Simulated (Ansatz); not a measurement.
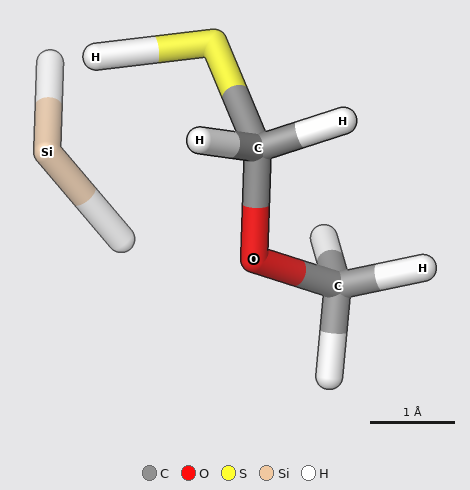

Fig. 1: The structure (stick view, seen at a tilt).

# Frequency calculation of C$_{2}$H$_{8}$OSSi

System: C$_{2}$H$_{8}$OSSi.
Method: UKS PBE-D4/6-31G* (Ansatz 0.2.0).

It belongs to a series of runs on one base structure; here: vibrations at the highest image of the band.

**Input**
```yaml
crystal:
  periodic: [false, false, false]
  atoms:
    - { symbol: C, position_ang: [-0.721468, -0.619857, 1.492752] }
    - { symbol: O, position_ang: [0.594873, -0.233693, 1.092638] }
    - { symbol: C, position_ang: [1.04042, -0.896312, -0.040184] }
    - { symbol: S, position_ang: [0.148836, -0.411126, -1.639218] }
    - { symbol: Si, position_ang: [0.020029, 2.109957, -1.215731] }
    - { symbol: H, position_ang: [-0.775711, -1.71149, 1.67764] }
    - { symbol: H, position_ang: [-1.467155, -0.338384, 0.724698] }
    - { symbol: H, position_ang: [-0.933747, -0.075443, 2.42371] }
    - { symbol: H, position_ang: [2.105696, -0.651978, -0.1636] }
    - { symbol: H, position_ang: [0.898326, -1.994142, 0.01575] }
    - { symbol: H, position_ang: [-1.033474, 1.97325, -0.118298] }
    - { symbol: H, position_ang: [1.076945, 0.703644, -1.823545] }
    - { symbol: H, position_ang: [-0.933072, 2.110775, -2.411813] }
magnetization:
  spin_polarized: true
basis:
  gaussian: { orbitals: "6-31G*" }
hamiltonian:
  xc: pbe
  dispersion: d4
phonons: {}
```

Hardware: 2 threads of Intel Xeon Gold (Sapphire Rapids), 16 GiB of memory available, shared host.

Launch command:
```bash
ansatz run input.yaml --threads 2 --pin off --max-ram 3072MiB --backend cpu --events-out ev --progress --plain --runs-dir out
```

**The program's output**
```
Engine: ansatz 0.2.0, x86_64-unknown-linux-gnu
Functional definition: PBE
  parameter kappa = 0.804
  parameter beta = 0.06672455060314922
  exchange = pbe_x(kappa = kappa, mu = beta*pi^2/3)
  correlation = pbe_c(beta = beta)
1245 factors; their error is unknown
mean field evaluation 1: about -22941.7866 eV, gradient 3.2e1 eV
mean field evaluation 2: about -22928.0712 eV, gradient 6.3e1 eV
mean field evaluation 4: about -22946.7924 eV, gradient 4.4e0 eV
mean field evaluation 8: about -22946.9096 eV, gradient 1.9e-1 eV
mean field evaluation 16: about -22946.8154 eV, gradient 3.5e-4 eV
mean field -22946.81543006 eV, -843.2799131446 hartree, gradient 3.1e-5 eV, S^2 0.000000; 0 other end points of the search recorded, 0 dependent functions left out
the calculation of the forces begins
reference -22946.81546308 eV, -843.2799143581 hartree; 29, 29 occupied and 70, 70 virtual orbitals, 1245 factors
these checks for a lower state are left out or cut short: stability, starts, cluster_reference, orbital_swaps, neighbouring_geometries, increment
1245 factors; their error is unknown
mean field -22946.81527018 eV, -843.2799072692 hartree, gradient 1.5e-6 eV, S^2 0.000000; 0 other end points of the search recorded, 0 dependent functions left out
[... from here on the field's lines of each further geometry are left out, up to the last ...]
the calculation of the forces begins
reference -22946.81543102 eV, -843.2799131800 hartree; 29, 29 occupied and 70, 70 virtual orbitals, 1245 factors
these checks for a lower state are left out or cut short: stability, starts, cluster_reference, orbital_swaps, neighbouring_geometries, increment
1245 factors; their error is unknown
mean field -22946.81540005 eV, -843.2799120418 hartree, gradient 1.2e-6 eV, S^2 0.000000; 0 other end points of the search recorded, 0 dependent functions left out
the calculation of the forces begins
reference -22946.81543307 eV, -843.2799132552 hartree; 29, 29 occupied and 70, 70 virtual orbitals, 1245 factors
WARN: phonons: modes at or below zero, which the zero-point energy, F, S and C_V leave out: 1, the lowest at -386.09 cm⁻¹. A minimum has none, and a first-order saddle one
Total energy: -22947.14008470 eV, -843.2918439824 hartree
Atom 0 at    -0.721468    -0.619857     1.492752 Å, force     0.001205    -0.001359     0.001703 eV/Å
Atom 1 at     0.594873    -0.233693     1.092638 Å, force    -0.001462     0.000605    -0.000719 eV/Å
Atom 2 at     1.040420    -0.896312    -0.040184 Å, force     0.000752    -0.001049     0.000773 eV/Å
Atom 3 at     0.148836    -0.411126    -1.639218 Å, force     0.002907     0.002270    -0.000431 eV/Å
Atom 4 at     0.020029     2.109957    -1.215731 Å, force     0.000062     0.002975     0.000113 eV/Å
Atom 5 at    -0.775711    -1.711490     1.677640 Å, force    -0.000617     0.000242     0.000001 eV/Å
Atom 6 at    -1.467155    -0.338384     0.724698 Å, force     0.000118     0.000818    -0.000318 eV/Å
Atom 7 at    -0.933747    -0.075443     2.423710 Å, force    -0.000272     0.000263    -0.000586 eV/Å
Atom 8 at     2.105696    -0.651978    -0.163600 Å, force    -0.000726     0.000469     0.000299 eV/Å
Atom 9 at     0.898326    -1.994142     0.015750 Å, force     0.000140    -0.000700    -0.000240 eV/Å
Atom 10 at    -1.033474     1.973250    -0.118298 Å, force     0.000237    -0.000926     0.000474 eV/Å
Atom 11 at     1.076945     0.703644    -1.823545 Å, force    -0.001532    -0.003449    -0.001222 eV/Å
Atom 12 at    -0.933072     2.110775    -2.411813 Å, force    -0.000811    -0.000160     0.000153 eV/Å
Dipole moment:    -0.017790    -0.533039     0.284702 e Å
Vibrations: -386.09 76.26 113.12 160.19 178.45 205.33 257.75 349.41 442.08 569.39 610.62 622.07 876.48 949.91 953.22 1037.70 1125.76 1147.30 1182.37 1276.75 1308.73 1433.65 1455.54 1463.75 1475.59 1743.30 2030.35 2052.34 2945.08 2959.52 3012.31 3085.43 3102.48 cm⁻¹, zero-point energy 2.492219 eV
```

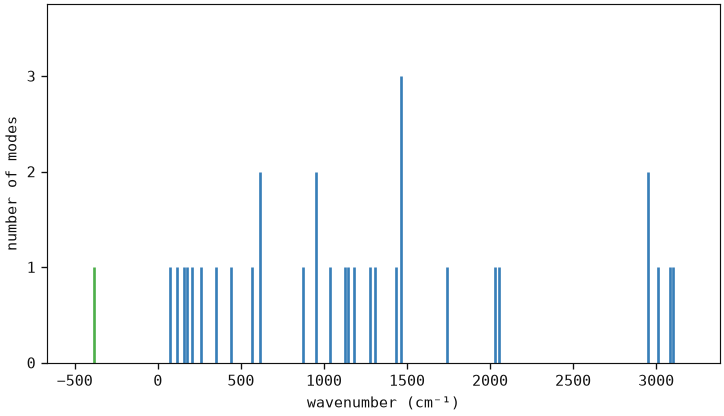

Fig. 2: Harmonic vibrational wavenumbers from the force constants; neighbouring modes closer than 16 cm⁻¹ are counted in one stick, and imaginary ones are drawn at negative wavenumbers. 33 modes from 386i to 3102 cm⁻¹, 1 imaginary beyond 8i (386i cm⁻¹): a first-order saddle point, if the geometry is stationary.

**Results in brief**

| quantity | value |
| --- | --- |
| outcome | converged |
| total energy | −22947.1401 eV |
| mean-field energy | −22946.8155 eV |
| largest force (length of the vector) | 0.004 eV/Å |
| wall time | 83 s (CPU time 2.7 min) |
| peak memory | 0.21 GiB |
